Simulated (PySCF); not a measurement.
# One shape, several levels: AlHSCl (SMILES [SH][Al][Cl])

Wanted: a comparison of 6 runs (U-r2SCAN/STO-3G, UB2PLYP/STO-3G, UB3LYP/STO-3G, UMP2/STO-3G, ROCCSD(T)/STO-3G, UCCSD(T)/STO-3G) of AlHSCl. 

Program for the calculation: PySCF 2.14.0.

3 further runs of the same task are left out: 3 set aside as unsound or not needed.

**1. Starting point**

AlHSCl has 4 atoms, charge 0, and is taken as a doublet. As SMILES, `[SH][Al][Cl]`. The S1–Al2 distance was set to 4.825 Å, away from the relaxed value. At this shape a bond of the SMILES string is far longer than usual.

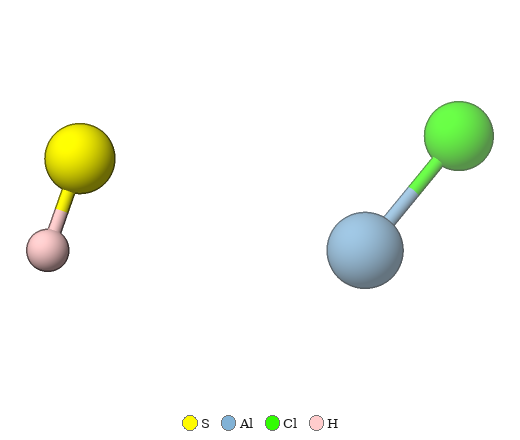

Viewed from a chosen angle; sulfur yellow, aluminium light blue, chlorine green, hydrogen pink.

**2. A single-point energy at U-r2SCAN/STO-3G (run 1)**

Input file calc.py:

```python
from pyscf import gto, dft

mol = gto.M(
    atom='''
S      2.722099     5.287166    -4.477232
Al    -0.744741    -0.993807     1.151032
Cl     0.427456    -4.738299     0.474321
H      1.482061     7.182940    -3.326200
''',
    unit='bohr',
    max_memory=1860,
    spin=1,
    basis='sto-3g',
    verbose=4,
)

mf = dft.UKS(mol)
mf.xc = 'r2scan'
mf.grids.level = 5
mf.conv_tol = 1e-10
mf.kernel()
if not mf.converged:
    mf = mf.newton().run(mf.mo_coeff, mf.mo_occ)

etot = mf.e_tot
print('E(%s) = %.9f' % ('R2SCAN', etot))
```

Command:

```console
$ OMP_NUM_THREADS=1 python calc.py
```

The log of the run:

```text
PySCF version 2.14.0

[... 56 lines left out ...]
WARN: HOMO -0.230817585633497 >= LUMO -0.230817585633496
[... 17 lines left out ...]
WARN: HOMO 0.0198569762351704 >= LUMO 0.0198618461469569
[... 74 lines left out ...]
converged SCF energy = -1088.98130478869  <S^2> = 0.75130007  2S+1 = 2.0012996
E(R2SCAN) = -1088.981304789
```

Run time: 25 s. Hardware: 1 thread of Intel Xeon Platinum 8259CL at 2.50GHz (Skylake/Cascade Lake), shared host; peak memory 0.25 GiB.

**3. A single-point energy at UB2PLYP/STO-3G (run 2)**

Input file run.py:

```python
from pyscf import gto, dft, mp

mol = gto.M(
    atom=[
    ('S', (1.440473, 2.797848, -2.369249)),
    ('Al', (-0.394100, -0.525900, 0.609100)),
    ('Cl', (0.226200, -2.507400, 0.251000)),
    ('H', (0.784273, 3.801048, -1.760149)),
],
    verbose=4,
    basis='sto-3g',
    charge=0,
    max_memory=1860,
    spin=1,
)

ks = dft.UKS(mol)
ks.xc = '0.53*HF + 0.47*B88, 0.73*LYP'
ks.conv_tol = 1e-10
ks.grids.level = 5
ks.kernel()
if not ks.converged:
    ks = ks.newton().run(ks.mo_coeff, ks.mo_occ)

pt = mp.MP2(ks, frozen=15).run()
etot = ks.e_tot + 0.27 * pt.e_corr
print('PT2 part  %.8f' % (0.27 * pt.e_corr))
print('Final energy', etot)
```

Command:

```console
$ OMP_NUM_THREADS=1 python run.py
```

The log of the run:

```text
PySCF version 2.14.0

[... 55 lines left out ...]
WARN: HOMO -0.249364686812378 >= LUMO -0.249364686812379
[... 5 lines left out ...]
WARN: HOMO -0.0294815335728117 >= LUMO -0.0287986141772955
[... 4 lines left out ...]
WARN: beta  nocc = 23  HOMO -0.0204172486722775 >= LUMO -0.0199302910070597
[... 1 line left out ...]
WARN: HOMO -0.0204172486722775 >= LUMO -0.0199302910070597
[... 46 lines left out ...]
converged SCF energy = -1088.58154459529  <S^2> = 0.75129385  2S+1 = 2.0012934
[... 1 line left out ...]
******** <class 'pyscf.mp.ump2.UMP2'> ********
nocc = (np.int64(9), np.int64(8)), nmo = (13, 13)
frozen orbitals 15
E(UMP2) = -1088.63522239232  E_corr = -0.053677797026957
E(SCS-UMP2) = -1088.64316065805  E_corr = -0.0616160627567393
E_corr(same-spin) = -0.00322764654877972
E_corr(oppo-spin) = -0.0504501504781773
PT2 part  -0.01449301
Final energy -1088.5960376004866
```

Wall time 11 s (1 thread of Intel Xeon Platinum 8259CL at 2.50GHz (Skylake/Cascade Lake), shared host); peak memory 0.24 GiB.

Runs 3 to 4 aren't shown in full; the table further down has their settings and results.

**4. A single-point energy at ROCCSD(T)/STO-3G (run 5)**

Input file calc.py:

```python
from pyscf import gto, scf, cc

mol = gto.M(
    atom='''
S      2.722099     5.287166    -4.477232
Al    -0.744741    -0.993807     1.151032
Cl     0.427456    -4.738299     0.474321
H      1.482061     7.182940    -3.326200
''',
    verbose=4,
    basis='sto-3g',
    max_memory=1860,
    unit='bohr',
    spin=1,
    charge=0,
)

calc0 = scf.ROHF(mol)
calc0.conv_tol = 1e-10
calc0.kernel()
if not calc0.converged:
    calc0 = calc0.newton().run(calc0.mo_coeff, calc0.mo_occ)

mycc = cc.CCSD(calc0, frozen=15)
mycc.kernel()
e_t = mycc.ccsd_t()
energy = mycc.e_tot + e_t
print('Final energy', energy)
```

Command:

```console
$ OMP_NUM_THREADS=1 python calc.py
```

The log of the run:

```text
PySCF version 2.14.0

[... 41 lines left out ...]
WARN: HOMO 0.410362204110894 >= LUMO -0.0582268132640311
[... 34 lines left out ...]
converged SCF energy = -1087.36513739604
[... 1 line left out ...]
WARN: RCCSD method does not support ROHF method. ROHF object is converted to UHF object and UCCSD method is called.
[... 12 lines left out ...]
Init t2, MP2 energy = -0.0388990136010435
[... 12 lines left out ...]
UCCSD converged
[... 2 lines left out ...]
Final energy -1087.4263094716134
```

Wall time 1.8 s (1 thread of Intel Xeon Platinum 8259CL at 2.50GHz (Skylake/Cascade Lake), shared host); peak memory 0.12 GiB.

**5. A single-point energy at UCCSD(T)/STO-3G (run 6)**

Input file job.py:

```python
from pyscf import gto, scf, cc

mol = gto.M(
    atom='S 1.440473 2.797848 -2.369249; Al -0.394100 -0.525900 0.609100; Cl 0.226200 -2.507400 0.251000; H 0.784273 3.801048 -1.760149',
    verbose=3,
    basis='sto-3g',
    spin=1,
    max_memory=1860,
)

calc0 = scf.UHF(mol)
calc0.conv_tol = 1e-10
calc0.kernel()
if not calc0.converged:
    calc0 = calc0.newton().run(calc0.mo_coeff, calc0.mo_occ)

mycc = cc.CCSD(calc0, frozen=15)
mycc.kernel()
e_t = mycc.ccsd_t()
etot = mycc.e_tot + e_t
print(f'total energy: {etot:.8f} hartree')
```

Command:

```console
$ OMP_NUM_THREADS=1 python job.py
```

The log of the run:

```text
WARN: HOMO 0.035013282959897 >= LUMO 0.0350000936355368

converged SCF energy = -1087.3664983368  <S^2> = 0.75287  2S+1 = 2.0028679
E(UCCSD) = -1087.42627082019  E_corr = -0.05977248339032785
UCCSD(T) correction = -0.000628415710499935
total energy: -1087.42689924 hartree
```

It took 1.1 s on 1 thread of Intel Xeon Platinum 8259CL at 2.50GHz (Skylake/Cascade Lake), shared host; peak memory 0.1 GiB.

**6. All runs side by side**

```
run             level  frozen core orbitals  integration grid   energy (Eh)  dipole moment (D) of the reference  HOMO energy (eV)  LUMO energy (eV)  wall time
  1   U-r2SCAN/STO-3G                     –                 5  -1088.981305                                4.22             -2.02             -1.05       25 s
  2    UB2PLYP/STO-3G                    15                 5  -1088.596038                                4.52             -4.38              1.96       11 s
  3     UB3LYP/STO-3G                     –                 5  -1089.039981                                4.28             -3.05             -0.52       13 s
  4       UMP2/STO-3G                    15                 –  -1087.405201                                4.78             -5.84              5.72        1 s
  5  ROCCSD(T)/STO-3G                    15                 –  -1087.426309                                4.76                 –                 –      1.8 s
  6   UCCSD(T)/STO-3G                    15                 –  -1087.426899                                4.78             -5.84              5.72      1.1 s
```

**7. Outcome**

```
                                                         quantity           value
                                              run 6: total energy  -1087.42690 Eh
                      run 6: dipole moment (Hartree–Fock density)          4.78 D
run 6: HOMO energy (Hartree–Fock orbitals) (highest over α and β)        -5.84 eV
 run 6: LUMO energy (Hartree–Fock orbitals) (lowest over α and β)         5.72 eV
              run 6: correlation energy (15 core orbitals frozen)       -60.4 mEh
                                            run 6: (T) correction       -0.63 mEh
                         run 6: ⟨S²⟩ of the reference determinant           0.753
                                             run 6: T1 diagnostic           0.007
```

**Reading.** Over runs 1, 2, 3 the dipole moment (its size) runs from 4.22 D (U-r2SCAN/STO-3G) to 4.52 D (UB2PLYP/STO-3G). A double hybrid's value is that of its SCF part. Totals of different functionals can't be ranked against each other. In runs 1, 2, 3, 4, 5, 6 the basis is minimal, so the values are rough. All runs together took 52 s, the longest 25 s.
